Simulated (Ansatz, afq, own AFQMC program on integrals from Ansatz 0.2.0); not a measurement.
# CHSi (doublet): AFQMC on the coupled-cluster ladder at distance Si1–C2 = 1.484 Å, 6-31G

How near does AFQMC come to the top of the ladder for CHSi (doublet)?

The runs use Ansatz 0.2.0, Gaussian basis, and an in-house AFQMC program (afq) on its integrals; all values are calculated; 6-31G, frozen cores.

Plan: Full CI; PBE (unrestricted); r2SCAN (unrestricted); PBE0 (unrestricted); B3LYP (unrestricted); CCSD(T) on UHF; wB97M-V (unrestricted); B2PLYP (unrestricted); Full CI in the symmetry of the determinant; Full CI; Full CI (quartet); CCSDT(Q) on UHF; CCSDTQ on UHF; Phaseless AFQMC, CISD trial on UHF; Phaseless AFQMC, CID trial on UHF; Free-projection AFQMC, CISD trial on UHF.

11 further runs of the same task are left out: 11 that didn't finish.

### Step 1. The system

The geometry derives from a PBE0/def2-TZVP stationary point (not a proven minimum). One bond is set to the value named and the two fragments are kept rigid.

3 atoms, charge 0, spin multiplicity 2.

Atoms are counted from 1 here; the program's logs count them from 0.

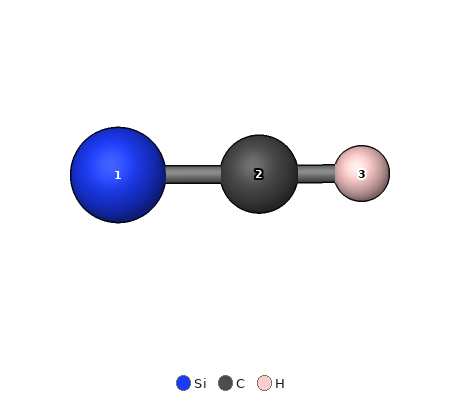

The geometry (silicon blue, carbon dark grey, hydrogen pink); atoms are numbered from 1 in the order of the file.

### Step 2. Full CI

The input, in.yaml:

```yaml
crystal:
  periodic: [false, false, false]
  atoms:
    - {symbol: Si, position_ang: [0.000000, 0.000000, 1.349141]}
    - {symbol: C, position_ang: [0.000000, 0.000000, -0.134859]}
    - {symbol: H, position_ang: [0.000000, 0.000000, -1.214282]}
basis:
  gaussian: {orbitals: 6-31G}
magnetization: {spin_polarized: false, initial_magnetization: 1}
correlation: {method: fci, electrons: outside_noble_gas}
```

Launch:

```
$ ansatz run in.yaml --threads 1 --pin off --events-out ev --progress --plain --max-ram 16896MiB --backend cuda --devices 0, --max-vram 18GiB
```

The log of the run:

```text
Functional definition: HF
  name "HF"
  cite "Fock, Z. Phys. 61, 126 (1930) doi:10.1007/BF01340294"
  parent pbe
  exchange = exact_x
  correlation = 0
497 factors; integrals over basis functions are off by at most 4.7e-8 eV
mean field evaluation 1: about -8897.5588 eV, gradient 2.9e1 eV
mean field evaluation 2: about -8897.5640 eV, gradient 2.9e1 eV
mean field evaluation 4: about -8901.6536 eV, gradient 9.8e0 eV
mean field evaluation 8: about -8902.0937 eV, gradient 2.4e-3 eV
mean field evaluation 16: about -8900.9035 eV, gradient 8.3e-2 eV
mean field evaluation 32: about -8902.0937 eV, gradient 7.3e-5 eV
mean field -8902.09374352 eV, -327.1459110184 hartree, gradient 3.5e-6 eV, S^2 0.750000; 6 other end points of the search recorded, 0 dependent functions left out
mean field evaluation 64: about -8900.5026 eV, gradient 1.8e0 eV
mean field evaluation 96: about -8898.0267 eV, gradient 4.0e-1 eV
determinant -8902.09374352 eV, -327.1459110184 hartree, with singles and doubles -8905.65113707 eV, -327.2766428204 hartree
determinant -8900.90353770 eV, -327.1021717614 hartree, with singles and doubles -8905.42226181 eV, -327.2682318095 hartree
determinant -8902.09374352 eV, -327.1459110184 hartree, with singles and doubles -8905.65181007 eV, -327.2766675526 hartree
determinant -8900.90353770 eV, -327.1021717614 hartree, with singles and doubles -8905.42434645 eV, -327.2683084187 hartree
6 core orbitals not correlated: weight in the atoms' cores, before any rotation towards them, 1.000 or more for the frozen orbitals, at most 0.000 for the correlated occupied ones
reference -8902.09374352 eV, -327.1459110184 hartree; 5, 4 occupied and 13, 14 virtual orbitals, 497 factors
state -8905.78822667 eV, -327.2816807701 hartree
Total energy: -8905.78822667 eV, -327.2816807701 hartree
```

Run time: 19 s. Hardware: 1 × NVIDIA H100 80GB HBM3 with 1 thread of AMD EPYC 7R13 (Zen 3), shared host; peak host memory 0.82 GiB.

From the report: 6,554,240 determinants, symmetry B1.

### Step 3. PBE (unrestricted)

in.yaml, as its differences from that of step 2:

```diff
@@ -8,3 +8,4 @@
   gaussian: {orbitals: 6-31G}
-magnetization: {spin_polarized: false, initial_magnetization: 1}
-correlation: {method: fci, electrons: outside_noble_gas}
+magnetization: {spin_polarized: true, initial_magnetization: 1}
+hamiltonian: {xc: {name: PBE}}
+output: {orbitals: {seedname: orbitals}}
```

Launch:

```
$ ansatz run in.yaml --threads 1 --pin off --events-out ev --progress --plain --max-ram 5632MiB --backend cpu
```

The log of the run:

```text
Functional definition: PBE
  name "PBE"
  cite "Perdew, Burke & Ernzerhof, Phys. Rev. Lett. 77, 3865 (1996) doi:10.1103/PhysRevLett.77.3865"
  parent pbe
  parameter kappa = 0.804
  parameter beta = 0.06672455060314922
  exchange = pbe_x(kappa = kappa, mu = beta*pi^2/3)
  correlation = pbe_c(beta = beta)
299 factors; integrals over basis functions are off by at most 2.3e-4 eV
mean field evaluation 1: about -8901.4453 eV, gradient 5.4e1 eV
mean field evaluation 2: about -8830.4990 eV, gradient 8.1e1 eV
mean field evaluation 4: about -8917.6717 eV, gradient 9.0e0 eV
mean field evaluation 8: about -8918.5369 eV, gradient 1.1e-1 eV
mean field evaluation 16: about -8918.5373 eV, gradient 2.1e-5 eV
mean field evaluation 32: about -8916.8496 eV, gradient 1.2e1 eV
mean field -8918.53732205 eV, -327.7502013836 hartree, gradient 5.9e-6 eV, S^2 0.752581; 7 other end points of the search recorded, 0 dependent functions left out
reference -8918.53734482 eV, -327.7502022202 hartree; 11, 10 occupied and 13, 14 virtual orbitals, 299 factors
Total energy: -8918.53734482 eV, -327.7502022202 hartree
```

Wall time 1 s (1 thread of AMD EPYC 7R13 (Zen 3), shared host); peak memory 0.73 GiB.

From the report: ⟨S²⟩ of the determinant 0.753 (pure doublet: 0.75).

### Step 4. r2SCAN (unrestricted)

in.yaml, as its differences from that of step 3:

```diff
@@ -9,3 +9,2 @@
 magnetization: {spin_polarized: true, initial_magnetization: 1}
-hamiltonian: {xc: {name: PBE}}
-output: {orbitals: {seedname: orbitals}}
+hamiltonian: {xc: {name: r2SCAN}}
```

The command is unchanged.

The log of the run, cut to the lines that bear on the results:

```text
Functional definition: r2SCAN
  name "r2SCAN"
  cite "Furness, Kaplan, Ning, Perdew & Sun, J. Phys. Chem. Lett. 11, 8208 (2020) doi:10.1021/acs.jpclett.0c02405"
  cite "Furness, Kaplan, Ning, Perdew & Sun, J. Phys. Chem. Lett. 11, 9248 (2020) doi:10.1021/acs.jpclett.0c03077"
  parent r2scan
[...]
299 factors; integrals over basis functions are off by at most 2.3e-4 eV
[...]
mean field -8922.59758601 eV, -327.8994133319 hartree, gradient 3.4e-6 eV, S^2 0.754569; 9 other end points of the search recorded, 0 dependent functions left out
reference -8922.59759406 eV, -327.8994136278 hartree; 11, 10 occupied and 13, 14 virtual orbitals, 299 factors
Total energy: -8922.59759406 eV, -327.8994136278 hartree
```

Wall time 3.6 s (1 thread of AMD EPYC 7R13 (Zen 3), shared host); peak memory 0.73 GiB.

From the report: ⟨S²⟩ of the determinant 0.755 (pure doublet: 0.75).

### Step 5. PBE0 (unrestricted)

in.yaml, as its differences from that of step 4:

```diff
@@ -9,2 +9,3 @@
 magnetization: {spin_polarized: true, initial_magnetization: 1}
-hamiltonian: {xc: {name: r2SCAN}}
+hamiltonian: {xc: {name: PBE0}}
+output: {orbitals: {seedname: orbitals}}
```

Launched as before.

The log of the run, cut to the lines that bear on the results:

```text
Functional definition: PBE0
  name "PBE0"
  cite "Adamo & Barone, J. Chem. Phys. 110, 6158 (1999) doi:10.1063/1.478522"
  cite "Perdew, Burke & Ernzerhof, Phys. Rev. Lett. 77, 3865 (1996) doi:10.1103/PhysRevLett.77.3865"
  parent pbe
[...]
299 factors; integrals over basis functions are off by at most 2.3e-4 eV
[...]
mean field -8919.31503644 eV, -327.7787818602 hartree, gradient 1.6e-5 eV, S^2 0.753733; 5 other end points of the search recorded, 0 dependent functions left out
reference -8919.31505354 eV, -327.7787824887 hartree; 11, 10 occupied and 13, 14 virtual orbitals, 299 factors
Total energy: -8919.31505354 eV, -327.7787824887 hartree
```

Run time: 1.4 s. Hardware: 1 thread of AMD EPYC 7R13 (Zen 3), shared host; peak memory 0.73 GiB.

From the report: ⟨S²⟩ of the determinant 0.754 (pure doublet: 0.75).

### Step 6. B3LYP (unrestricted)

in.yaml, as its differences from that of step 5:

```diff
@@ -9,3 +9,2 @@
 magnetization: {spin_polarized: true, initial_magnetization: 1}
-hamiltonian: {xc: {name: PBE0}}
-output: {orbitals: {seedname: orbitals}}
+hamiltonian: {xc: {name: B3LYP}}
```

Launched as before.

The log of the run, cut to the lines that bear on the results:

```text
Functional definition: B3LYP
  name "B3LYP"
  cite "Stephens, Devlin, Chabalowski & Frisch, J. Phys. Chem. 98, 11623 (1994) doi:10.1021/j100096a001"
  cite "Becke, Phys. Rev. A 38, 3098 (1988) doi:10.1103/PhysRevA.38.3098"
  cite "Lee, Yang & Parr, Phys. Rev. B 37, 785 (1988) doi:10.1103/PhysRevB.37.785"
  cite "Vosko, Wilk & Nusair, Can. J. Phys. 58, 1200 (1980) doi:10.1139/p80-159"
[...]
299 factors; integrals over basis functions are off by at most 2.3e-4 eV
[...]
mean field -8924.64035492 eV, -327.9744837048 hartree, gradient 7.8e-6 eV, S^2 0.753049; 5 other end points of the search recorded, 0 dependent functions left out
reference -8924.64051325 eV, -327.9744895235 hartree; 11, 10 occupied and 13, 14 virtual orbitals, 299 factors
Total energy: -8924.64051325 eV, -327.9744895235 hartree
```

It took 1.6 s on 1 thread of AMD EPYC 7R13 (Zen 3), shared host; peak memory 0.73 GiB.

From the report: ⟨S²⟩ of the determinant 0.753 (pure doublet: 0.75).

### Step 7. CCSD(T) on UHF

in.yaml, as its differences from that of step 6:

```diff
@@ -9,2 +9,2 @@
 magnetization: {spin_polarized: true, initial_magnetization: 1}
-hamiltonian: {xc: {name: B3LYP}}
+correlation: {method: ccsd_t, electrons: outside_noble_gas, hamiltonian_folder: ham}
```

Launch:

```
$ ansatz run in.yaml --threads 1 --pin off --events-out ev --progress --plain --max-ram 16896MiB --backend cuda --devices 0, --max-vram 18GiB
```

The log of the run, cut to the lines that bear on the results:

```text
Functional definition: HF
  name "HF"
  cite "Fock, Z. Phys. 61, 126 (1930) doi:10.1007/BF01340294"
  parent pbe
[...]
299 factors; integrals over basis functions are off by at most 2.3e-4 eV
[...]
mean field -8902.14940410 eV, -327.1479565070 hartree, gradient 1.4e-6 eV, S^2 0.800454; 10 other end points of the search recorded, 0 dependent functions left out
determinant -8902.14940410 eV, -327.1479565070 hartree, with singles and doubles -8905.65470423 eV, -327.2767739110 hartree
determinant -8901.57349409 eV, -327.1267922047 hartree, with singles and doubles -8905.40744543 eV, -327.2676873175 hartree
determinant -8902.14940410 eV, -327.1479565070 hartree, with singles and doubles -8905.65553849 eV, -327.2768045695 hartree
determinant -8901.57349409 eV, -327.1267922047 hartree, with singles and doubles -8905.42711366 eV, -327.2684101115 hartree
6 core orbitals not correlated: weight in the atoms' cores, before any rotation towards them, 1.000 or more for the frozen orbitals, at most 0.000 for the correlated occupied ones
reference -8902.14940410 eV, -327.1479565070 hartree; 5, 4 occupied and 13, 14 virtual orbitals, 299 factors
second order -2.92621997 eV of doubles, -0.00000000 eV of singles
cycle   1  -3.50613189 eV  change    2.5e-6 eV  update   1.7e-6
perturbative correction -0.09988164 eV, -0.0036705826 hartree
Total energy: -8905.75541763 eV, -327.2804750602 hartree
```

It took 11 s on 1 × NVIDIA H100 80GB HBM3 with 1 thread of AMD EPYC 7R13 (Zen 3), shared host; peak host memory 0.82 GiB.

From the report: ⟨S²⟩ of the determinant 0.800 (pure doublet: 0.75); correlation -3.6060 eV; T1 0.027; largest double amplitude 0.11.

This run also writes the integrals to the folder ham.

### Step 8. wB97M-V (unrestricted)

in.yaml, as its differences from that of step 7:

```diff
@@ -9,2 +9,3 @@
 magnetization: {spin_polarized: true, initial_magnetization: 1}
-correlation: {method: ccsd_t, electrons: outside_noble_gas, hamiltonian_folder: ham}
+hamiltonian: {xc: {name: wB97M-V}}
+output: {orbitals: {seedname: orbitals}}
```

Launch:

```
$ ansatz run in.yaml --threads 1 --pin off --events-out ev --progress --plain --max-ram 5632MiB --backend cpu
```

The log of the run, cut to the lines that bear on the results:

```text
Functional definition: wB97M-V
  name "wB97M-V"
  cite "Mardirossian & Head-Gordon, J. Chem. Phys. 144, 214110 (2016) doi:10.1063/1.4952647"
  cite "Becke, J. Chem. Phys. 107, 8554 (1997) doi:10.1063/1.475007"
  cite "Vydrov & Van Voorhis, J. Chem. Phys. 133, 244103 (2010) doi:10.1063/1.3521275"
  # Of w^i u^j: cxij and so on, Table III.
[...]
  gx(w, u) = 1 - cx + cx01*u + cx10*w
  gss(w, u) = css00 + css04*u^4 + css10*w + css20*w^2 + css43*w^4*u^3
  gos(w, u) = cos00 + cos10*w + (cos20 + cos21*u)*w^2 + (cos60 + cos61*u)*w^6
[...]
      + integral(e_c_pw_mod_opposite_spin*gos(b97_w_opposite, b97_u_opposite)) + vv10(b, c)
299 factors; integrals over basis functions are off by at most 2.3e-4 eV
116 factors; integrals over basis functions are off by at most 4.2e-6 eV
[...]
mean field -8923.15478399 eV, -327.9198899801 hartree, gradient 1.6e-5 eV, S^2 0.753483; 4 other end points of the search recorded, 0 dependent functions left out
reference -8923.15481238 eV, -327.9198910234 hartree; 11, 10 occupied and 13, 14 virtual orbitals, 299 factors
Total energy: -8923.15481238 eV, -327.9198910234 hartree
```

It took 4.9 s on 1 thread of AMD EPYC 7R13 (Zen 3), shared host; peak memory 0.73 GiB.

From the report: ⟨S²⟩ of the determinant 0.753 (pure doublet: 0.75).

### Step 9. B2PLYP (unrestricted)

in.yaml, as its differences from that of step 8:

```diff
@@ -9,3 +9,3 @@
 magnetization: {spin_polarized: true, initial_magnetization: 1}
-hamiltonian: {xc: {name: wB97M-V}}
-output: {orbitals: {seedname: orbitals}}
+hamiltonian: {xc: {name: B2PLYP}}
+correlation: {electrons: outside_noble_gas}
```

The command is unchanged.

The log of the run, cut to the lines that bear on the results:

```text
Functional definition: B2PLYP
  name "B2PLYP"
  cite "Grimme, J. Chem. Phys. 124, 034108 (2006) doi:10.1063/1.2148954"
  cite "Becke, Phys. Rev. A 38, 3098 (1988) doi:10.1103/PhysRevA.38.3098"
  cite "Lee, Yang & Parr, Phys. Rev. B 37, 785 (1988) doi:10.1103/PhysRevB.37.785"
[...]
299 factors; integrals over basis functions are off by at most 2.3e-4 eV
[...]
mean field -8917.71552006 eV, -327.7200007174 hartree, gradient 2.7e-6 eV, S^2 0.756991; 6 other end points of the search recorded, 0 dependent functions left out
6 core orbitals not correlated: weight in the atoms' cores, before any rotation towards them, 1.000 or more for the frozen orbitals, at most 0.000 for the correlated occupied ones
reference -8917.71562034 eV, -327.7200044026 hartree; 5, 4 occupied and 13, 14 virtual orbitals, 299 factors
second order -3.92382281 eV of doubles, -0.00000000 eV of singles
Total energy: -8918.77505250 eV, -327.7589378164 hartree
```

Run time: 1.7 s. Hardware: 1 thread of AMD EPYC 7R13 (Zen 3), shared host; peak memory 0.73 GiB.

From the report: ⟨S²⟩ of the determinant 0.757 (pure doublet: 0.75).

### Step 10. Full CI in the symmetry of the determinant

The input, in.yaml:

```yaml
crystal:
  periodic: [false, false, false]
  atoms:
    - {symbol: Si, position_ang: [0.000000, 0.000000, 1.349141]}
    - {symbol: C, position_ang: [0.000000, 0.000000, -0.134859]}
    - {symbol: H, position_ang: [0.000000, 0.000000, -1.214282]}
basis:
  gaussian: {orbitals: 6-31G, occupation: {up: {"A1": 7, "B1": 2, "B2": 2}, down: {"A1": 7, "B1": 2, "B2": 1}}}
magnetization: {spin_polarized: false, initial_magnetization: 1}
correlation: {method: fci, electrons: outside_noble_gas}
```

Launch:

```
$ ansatz run in.yaml --threads 1 --pin off --events-out ev --progress --plain --max-ram 16896MiB --backend cuda --devices 0, --max-vram 18GiB
```

The log of the run, cut to the lines that bear on the results:

```text
Functional definition: HF
  name "HF"
  cite "Fock, Z. Phys. 61, 126 (1930) doi:10.1007/BF01340294"
  parent pbe
[...]
497 factors; integrals over basis functions are off by at most 4.7e-8 eV
[...]
mean field -8902.09374352 eV, -327.1459110184 hartree, gradient 2.5e-6 eV, S^2 0.750000; 0 other end points of the search recorded, 0 dependent functions left out
[...]
6 core orbitals not correlated: weight in the atoms' cores, before any rotation towards them, 1.000 or more for the frozen orbitals, at most 0.000 for the correlated occupied ones
reference -8902.09374352 eV, -327.1459110184 hartree; 5, 4 occupied and 13, 14 virtual orbitals, 497 factors
state -8905.78822667 eV, -327.2816807701 hartree
Total energy: -8905.78822667 eV, -327.2816807701 hartree
```

Run time: 7 s. Hardware: 1 × NVIDIA H100 80GB HBM3 with 1 thread of AMD EPYC 7R13 (Zen 3), shared host; peak host memory 0.8 GiB.

From the report: 6,554,240 determinants, symmetry B2.

### Step 11. Full CI

The input, in.yaml:

```yaml
hamiltonian:
  integrals:
    folder: ../ham
correlation: {method: fci}
```

Launched as before.

The log of the run:

```text
Functional definition: HF
  name "HF"
  cite "Fock, Z. Phys. 61, 126 (1930) doi:10.1007/BF01340294"
  parent pbe
  exchange = exact_x
  correlation = 0
reference -8902.14940410 eV, -327.1479565070 hartree; 5, 4 occupied and 13, 14 virtual orbitals, 299 factors
state -8905.78823927 eV, -327.2816812330 hartree
Total energy: -8905.78823927 eV, -327.2816812330 hartree
```

It took 12 s on 1 × NVIDIA H100 80GB HBM3 with 1 thread of AMD EPYC 7R13 (Zen 3), shared host; peak host memory 0.76 GiB.

From the report: 6,554,240 determinants.

### Step 12. Full CI (quartet)

The input, in.yaml:

```yaml
crystal:
  periodic: [false, false, false]
  atoms:
    - {symbol: Si, position_ang: [0.000000, 0.000000, 1.349141]}
    - {symbol: C, position_ang: [0.000000, 0.000000, -0.134859]}
    - {symbol: H, position_ang: [0.000000, 0.000000, -1.214282]}
basis:
  gaussian: {orbitals: 6-31G}
magnetization: {spin_polarized: false, initial_magnetization: 3}
correlation: {method: fci, electrons: outside_noble_gas}
```

Same command.

The log of the run, cut to the lines that bear on the results:

```text
Functional definition: HF
  name "HF"
  cite "Fock, Z. Phys. 61, 126 (1930) doi:10.1007/BF01340294"
  parent pbe
[...]
497 factors; integrals over basis functions are off by at most 4.7e-8 eV
[...]
mean field -8898.81506494 eV, -327.0254218031 hartree, gradient 7.9e-7 eV, S^2 3.750000; 10 other end points of the search recorded, 0 dependent functions left out
[...]
determinant -8898.81506494 eV, -327.0254218031 hartree, with singles and doubles -8901.48511806 eV, -327.1235444453 hartree
determinant -8898.57130887 eV, -327.0164639326 hartree, with singles and doubles -8901.99611338 eV, -327.1423231771 hartree
determinant -8897.83313898 eV, -326.9893366894 hartree, with singles and doubles -8900.87691770 eV, -327.1011934946 hartree
determinant -8898.81506494 eV, -327.0254218031 hartree, with singles and doubles -8901.48540165 eV, -327.1235548670 hartree
determinant -8898.57130887 eV, -327.0164639326 hartree, with singles and doubles -8902.03682527 eV, -327.1438193116 hartree
6 core orbitals not correlated: weight in the atoms' cores, before any rotation towards them, 1.000 or more for the frozen orbitals, at most 0.000 for the correlated occupied ones
reference -8898.81506494 eV, -327.0254218031 hartree; 6, 3 occupied and 12, 15 virtual orbitals, 497 factors
state -8902.42894015 eV, -327.1582292676 hartree
6 core orbitals not correlated: weight in the atoms' cores, before any rotation towards them, 1.000 or more for the frozen orbitals, at most 0.000 for the correlated occupied ones
state -8902.43080821 eV, -327.1582979172 hartree
Total energy: -8902.43080821 eV, -327.1582979172 hartree
```

Run time: 15 s. Hardware: 1 × NVIDIA H100 80GB HBM3 with 1 thread of AMD EPYC 7R13 (Zen 3), shared host; peak host memory 0.84 GiB.

From the report: 3,772,608 determinants, symmetry A1.

### Step 13. CCSDT(Q) on UHF

in.yaml, as its differences from that of step 12:

```diff
@@ -8,3 +8,3 @@
   gaussian: {orbitals: 6-31G}
-magnetization: {spin_polarized: false, initial_magnetization: 3}
-correlation: {method: fci, electrons: outside_noble_gas}
+magnetization: {spin_polarized: true, initial_magnetization: 1}
+correlation: {method: ccsdt_q, electrons: outside_noble_gas}
```

The command is unchanged.

The log of the run, cut to the lines that bear on the results:

```text
Functional definition: HF
  name "HF"
  cite "Fock, Z. Phys. 61, 126 (1930) doi:10.1007/BF01340294"
  parent pbe
[...]
497 factors; integrals over basis functions are off by at most 4.7e-8 eV
[...]
mean field -8902.14953763 eV, -327.1479614141 hartree, gradient 1.6e-6 eV, S^2 0.800457; 11 other end points of the search recorded, 0 dependent functions left out
determinant -8902.14953763 eV, -327.1479614141 hartree, with singles and doubles -8905.65485460 eV, -327.2767794368 hartree
determinant -8901.57361897 eV, -327.1267967938 hartree, with singles and doubles -8905.40757191 eV, -327.2676919655 hartree
determinant -8901.16123883 eV, -327.1116421033 hartree, with singles and doubles -8905.44934673 eV, -327.2692271620 hartree
determinant -8902.14953763 eV, -327.1479614141 hartree, with singles and doubles -8905.65568850 eV, -327.2768100821 hartree
determinant -8901.57361897 eV, -327.1267967938 hartree, with singles and doubles -8905.42724076 eV, -327.2684147825 hartree
determinant -8901.16123883 eV, -327.1116421033 hartree, with singles and doubles -8905.43956454 eV, -327.2688676730 hartree
6 core orbitals not correlated: weight in the atoms' cores, before any rotation towards them, 1.000 or more for the frozen orbitals, at most 0.000 for the correlated occupied ones
reference -8902.14953763 eV, -327.1479614141 hartree; 5, 4 occupied and 13, 14 virtual orbitals, 497 factors
second order -2.92625100 eV of doubles, -0.00000000 eV of singles
cycle   1  -3.24675052 eV  change   -3.2e-1 eV  update   7.6e-2
[...]
cycle  16  -3.62670324 eV  change    7.2e-7 eV  update   6.9e-7
perturbative correction -0.01086707 eV, -0.0003993576 hartree
Total energy: -8905.78710794 eV, -327.2816396575 hartree
```

It took 6.5 s on 1 × NVIDIA H100 80GB HBM3 with 1 thread of AMD EPYC 7R13 (Zen 3), shared host; peak host memory 0.84 GiB.

From the report: ⟨S²⟩ of the determinant 0.800 (pure doublet: 0.75); correlation -3.6376 eV; T1 0.027; largest double amplitude 0.12.

(Part 1 of 2 ends here.)
